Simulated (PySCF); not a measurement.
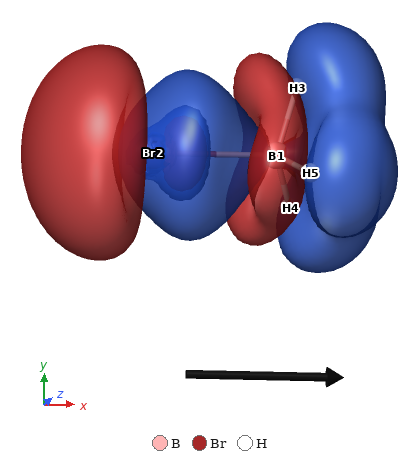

[BBrH3]- (BBrH₃, charge −1). Change of the electron density in a uniform field of 0.10 V/Å along +x (arrow), surfaces at ±0.0004 e/Å³ (red: gain, blue: loss).

Computed with PySCF, PBE0/def2-SVPD, geometry: GFN2-xTB. No frequency check shows the geometry to be a minimum. For an anion such functionals hold the outermost electrons too loosely, so the response is rough. GFN2-xTB bond lengths at metals and heavier atoms can be off by up to 0.1 Å and shapes distorted, which carries into these values.

Geometry (Å), atoms numbered from 1:

```
B1       1.6252   -0.0001    0.0000
Br2     -0.4030    0.0000    0.0000
H3       1.9927    1.1387   -0.1895
H4       1.9928   -0.7333   -0.8913
H5       1.9927   -0.4051    1.0808
```

How large is the response?

Answer. The induced dipole is 0.32 D (along the field); α along this axis, from the fields in both directions, is 64 bohr³ (9.5 Å³).

Which atoms gain and lose the most charge?

Answer. Electrons gather most on Br2 (Hirshfeld charge changes by −0.013 e) and leave B1 most (+0.004 e); 0.025 electrons are displaced in all.
